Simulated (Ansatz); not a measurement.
**One shape, several levels: HBS (hydrogen boron sulfide)**

We compute a comparison of 6 runs (UHF/STO-3G, BLYP/STO-3G, PBE/STO-3G, UPBE/STO-3G, UPBE0/STO-3G, CCSD/STO-3G) of HBS (hydrogen boron sulfide). 

The calculation is run with Ansatz 0.2.0.

70 further runs of the same task are left out: 11 that didn't finish, 59 set aside as unsound or not needed.

## 1. The molecule

HBS: 3 atoms, total charge 0, spin state singlet. SMILES: `B=S`. The S2–B1 distance was set to 1.990 Å, away from the relaxed value.

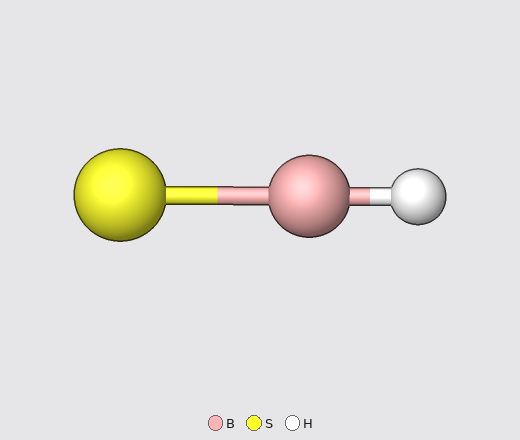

The structure, seen from a chosen angle (boron pink, sulfur yellow, hydrogen white).

## 2. A single-point energy at UHF/STO-3G (run 1)

in.yaml

```yaml
crystal:
  periodic: [false, false, false]
  atoms:
    - {symbol: B, position_ang: [-0.150119, -0.056753, 0.523097]}
    - {symbol: S, position_ang: [0.395320, 0.146510, -1.379660]}
    - {symbol: H, position_ang: [-0.463389, -0.171063, 1.617667]}
basis:
  gaussian:
    orbitals: STO-3G
hamiltonian:
  xc: hf
magnetization:
  spin_polarized: true
  initial_magnetization: 0
accuracy: high
```

Command:

```
ansatz run in.yaml --threads 1 --pin off --max-ram 2610MiB --events-out events.jsonl --progress --plain --runs-dir runs
```

What it wrote:

```text
Warning: RAYON_NUM_THREADS=1 ignored (pool sized by the plan → 1); use --threads N
Functional definition: HF
  name "HF"
  exchange = exact_x
  correlation = 0
239 factors; integrals over basis functions are off by at most 1.2e-8 eV
mean field evaluation 1: about -11368.4681 eV, gradient 2.3e1 eV
mean field evaluation 2: about -11368.4651 eV, gradient 2.3e1 eV
mean field evaluation 4: about -11373.8556 eV, gradient 2.0e0 eV
mean field evaluation 8: about -11373.9225 eV, gradient 2.5e-2 eV
mean field evaluation 16: about -11373.9561 eV, gradient 1.0e0 eV
mean field evaluation 32: about -11374.6226 eV, gradient 6.1e-4 eV
mean field evaluation 64: about -11374.5184 eV, gradient 1.5e0 eV
mean field evaluation 96: about -11374.6226 eV, gradient 4.1e-4 eV
mean field evaluation 128: about -11374.6225 eV, gradient 4.9e-2 eV
mean field evaluation 160: about -11374.6292 eV, gradient 5.8e-1 eV
mean field evaluation 192: about -11373.4941 eV, gradient 4.1e-2 eV
mean field evaluation 224: about -11373.9179 eV, gradient 1.7e-8 eV
mean field -11374.62259162 eV, -418.0096702458 hartree, gradient 1.5e-8 eV, S^2 0.856580; 7 other end points of the search recorded, 0 dependent functions left out
reference -11374.62259162 eV, -418.0096702458 hartree; 11, 11 occupied and 4, 4 virtual orbitals, 239 factors
Total energy: -11374.62259162 eV, -418.0096702458 hartree
```

Wall time 0.46 s (1 thread of Arm Neoverse V1, shared host).

## 3. A single-point energy at BLYP/STO-3G (run 2)

molecule.yaml

```yaml
crystal:
  periodic: [false, false, false]
  atoms:
    - {symbol: B, position_ang: [-0.150119, -0.056753, 0.523097]}
    - {symbol: S, position_ang: [0.395320, 0.146510, -1.379660]}
    - {symbol: H, position_ang: [-0.463389, -0.171063, 1.617667]}
basis:
  gaussian:
    orbitals: STO-3G
hamiltonian:
  xc: {name: BLYP}
accuracy: high
```

Command:

```
ansatz run molecule.yaml --threads 1 --pin off --max-ram 2610MiB --events-out events.jsonl --progress --plain --runs-dir runs
```

What it wrote:

```text
Warning: RAYON_NUM_THREADS=1 ignored (pool sized by the plan → 1); use --threads N
Functional definition: BLYP
  name "BLYP"
  parameter beta = 0.0042
  parameter a = 0.04918
  parameter b = 0.132
  parameter c = 0.2533
  parameter d = 0.349
  exchange = b88_x(beta = beta)
  correlation = lyp_c(a = a, b = b, c = c, d = d)
239 factors; integrals over basis functions are off by at most 1.2e-8 eV
mean field evaluation 1: about -11394.5902 eV, gradient 1.6e1 eV
mean field evaluation 2: about -11336.1397 eV, gradient 1.2e2 eV
mean field evaluation 4: about -11395.4117 eV, gradient 5.9e0 eV
mean field evaluation 8: about -11395.5328 eV, gradient 3.5e-2 eV
mean field evaluation 16: about -11395.4693 eV, gradient 6.3e-7 eV
mean field -11395.46926054 eV, -418.7757711985 hartree, gradient 1.5e-8 eV, S^2 0.000000; 0 other end points of the search recorded, 0 dependent functions left out
reference -11395.46929248 eV, -418.7757723722 hartree; 11, 11 occupied and 4, 4 virtual orbitals, 239 factors
Total energy: -11395.46929248 eV, -418.7757723722 hartree
```

Run time: 0.6 s. Hardware: 1 thread of Arm Neoverse V1, shared host.

Runs 3 to 4 aren't shown in full; the table further down has their settings and results.

## 4. The energy at UPBE0/STO-3G (run 5)

Edit molecule.yaml of step 3 so:

```diff
@@ -7,6 +7,6 @@
 basis:
-  gaussian:
-    orbitals: STO-3G
-hamiltonian:
-  xc: {name: BLYP}
+  gaussian: {orbitals: STO-3G}
+total_charge: 0
+magnetization: {spin_polarized: true}
+hamiltonian: {xc: {name: PBE0}}
 accuracy: high
```

Command:

```
ansatz run molecule.yaml --threads 1 --pin off --max-ram 2610MiB --events-out events.jsonl --progress --plain --runs-dir runs
```

What it wrote:

```text
Warning: RAYON_NUM_THREADS=1 ignored (pool sized by the plan → 1); use --threads N
Functional definition: PBE0
  name "PBE0"
  parameter a = 0.25
  parameter kappa = 0.804
  parameter beta = 0.06672455060314922
  exchange = (1 - a)*pbe_x(kappa = kappa, mu = beta*pi^2/3) + a*exact_x
  correlation = pbe_c(beta = beta)
239 factors; integrals over basis functions are off by at most 1.2e-8 eV
mean field evaluation 1: about -11388.9644 eV, gradient 1.8e1 eV
mean field evaluation 2: about -11324.2325 eV, gradient 8.5e1 eV
mean field evaluation 4: about -11391.7971 eV, gradient 2.7e0 eV
mean field evaluation 8: about -11391.7982 eV, gradient 1.0e-1 eV
mean field evaluation 16: about -11391.7984 eV, gradient 6.5e-8 eV
mean field -11391.79837507 eV, -418.6408686454 hartree, gradient 6.6e-8 eV, S^2 0.000000; 2 other end points of the search recorded, 0 dependent functions left out
reference -11391.79837619 eV, -418.6408686867 hartree; 11, 11 occupied and 4, 4 virtual orbitals, 239 factors
Total energy: -11391.79837619 eV, -418.6408686867 hartree
```

Run time: 1.1 s. Hardware: 1 thread of Arm Neoverse V1, shared host; peak memory 0.11 GiB.

## 5. The energy at CCSD/STO-3G (run 6)

job.yaml

```yaml
crystal:
  periodic: [false, false, false]
  atoms:
    - {symbol: B, position_ang: [-0.150119, -0.056753, 0.523097]}
    - {symbol: S, position_ang: [0.395320, 0.146510, -1.379660]}
    - {symbol: H, position_ang: [-0.463389, -0.171063, 1.617667]}
basis:
  gaussian:
    orbitals: STO-3G
correlation:
  method: ccsd
  frozen_orbitals: {B: 1, H: 0, S: 5}
accuracy: high
scf:
  omitted_lower_state_checks: [cluster_reference, increment]
```

Command:

```
ansatz run job.yaml --threads 1 --pin off --max-ram 2610MiB --events-out events.jsonl --progress --plain --runs-dir runs
```

What it wrote:

```text
Warning: RAYON_NUM_THREADS=1 ignored (pool sized by the plan → 1); use --threads N
Functional definition: HF
  name "HF"
  exchange = exact_x
  correlation = 0
these checks for a lower state are left out or cut short: cluster_reference, increment
239 factors; integrals over basis functions are off by at most 1.2e-8 eV
mean field evaluation 1: about -11368.4681 eV, gradient 3.2e1 eV
mean field evaluation 2: about -11368.4651 eV, gradient 3.2e1 eV
mean field evaluation 4: about -11373.8556 eV, gradient 2.8e0 eV
mean field evaluation 8: about -11373.9225 eV, gradient 3.5e-2 eV
mean field evaluation 16: about -11373.9179 eV, gradient 2.4e-8 eV
mean field -11373.91793814 eV, -417.9837747082 hartree, gradient 2.4e-8 eV, S^2 0.000000; 0 other end points of the search recorded, 0 dependent functions left out; unrestricted orbitals would lower it
6 core orbitals not correlated: weight in the atoms' cores, before any rotation towards them, 1.000 or more for the frozen orbitals, at most 0.000 for the correlated occupied ones
reference -11373.91793814 eV, -417.9837747082 hartree; 5, 5 occupied and 4, 4 virtual orbitals, 239 factors
second order -3.16607432 eV of doubles, -0.00000000 eV of singles
cycle   1  -2.60887624 eV  change    5.6e-1 eV  update   2.9e-1
cycle   2  -3.34248558 eV  change   -7.3e-1 eV  update   1.5e-1
cycle   3  -3.53019413 eV  change   -1.9e-1 eV  update   8.4e-2
cycle   4  -3.53123334 eV  change   -1.0e-3 eV  update   2.0e-2
cycle   5  -3.54876964 eV  change   -1.8e-2 eV  update   7.3e-3
cycle   6  -3.54701015 eV  change    1.8e-3 eV  update   1.4e-3
cycle   7  -3.54662756 eV  change    3.8e-4 eV  update   5.7e-4
cycle   8  -3.54688292 eV  change   -2.6e-4 eV  update   9.6e-5
cycle   9  -3.54691888 eV  change   -3.6e-5 eV  update   5.2e-5
cycle  10  -3.54692472 eV  change   -5.8e-6 eV  update   6.5e-6
cycle  11  -3.54693215 eV  change   -7.4e-6 eV  update   1.9e-6
cycle  12  -3.54693267 eV  change   -5.2e-7 eV  update   5.1e-7
cycle  13  -3.54693289 eV  change   -2.2e-7 eV  update   1.3e-7
cycle  14  -3.54693299 eV  change   -1.0e-7 eV  update   6.9e-8
cycle  15  -3.54693199 eV  change    1.0e-6 eV  update   2.7e-7
cycle  16  -3.54693193 eV  change    6.0e-8 eV  update   1.2e-7
cycle  17  -3.54693184 eV  change    9.5e-8 eV  update   3.8e-8
cycle  18  -3.54693180 eV  change    3.3e-8 eV  update   1.2e-8
cycle  19  -3.54693181 eV  change   -3.2e-9 eV  update   4.3e-9
cycle  20  -3.54693181 eV  change   9.6e-11 eV  update   2.7e-9
cycle  21  -3.54693181 eV  change   -1.3e-9 eV  update   1.6e-9
cycle  22  -3.54693181 eV  change  -3.9e-10 eV  update  4.3e-10
Total energy: -11377.46486995 eV, -418.1141220480 hartree
Checks for a lower state left out: cluster_reference, increment
```

It took 0.16 s on 1 thread of Arm Neoverse V1, shared host.

## 6. Overview of the runs

| run | level | frozen core orbitals | energy (Eh) | wall time |
| --- | --- | --- | --- | --- |
| 1 | UHF/STO-3G | – | -418.009670 | 0.46 s |
| 2 | BLYP/STO-3G | – | -418.775772 | 0.6 s |
| 3 | PBE/STO-3G | – | -418.597345 | 0.6 s |
| 4 | UPBE/STO-3G | – | -418.597345 | 1 s |
| 5 | UPBE0/STO-3G | – | -418.640869 | 1.1 s |
| 6 | CCSD/STO-3G | 6 | -418.114122 | 0.16 s |

## 7. Summary of results

```
                                          quantity          value
                               run 6: total energy  -418.11412 Eh
run 6: correlation energy (6 core orbitals frozen)     -130.3 mEh
                              run 6: T1 diagnostic          0.082
```

In words: Totals of different functionals can't be ranked against each other. In run 6 the T1 diagnostic is large, so a single reference may not serve. In run 6 the log says that unrestricted orbitals would lower the reference, so the values rest on an unstable closed-shell determinant (other closed-shell runs at this shape may share the fault). In runs 1, 2, 3, 4, 5, 6 the basis is minimal, so the values are rough. Spin contamination of the reference: run 1 ⟨S²⟩ = 0.86. Where it is this large, the reference is a mixture of spin states, and values that rest on it are in doubt. All runs together took 4 s, the longest 1.1 s.
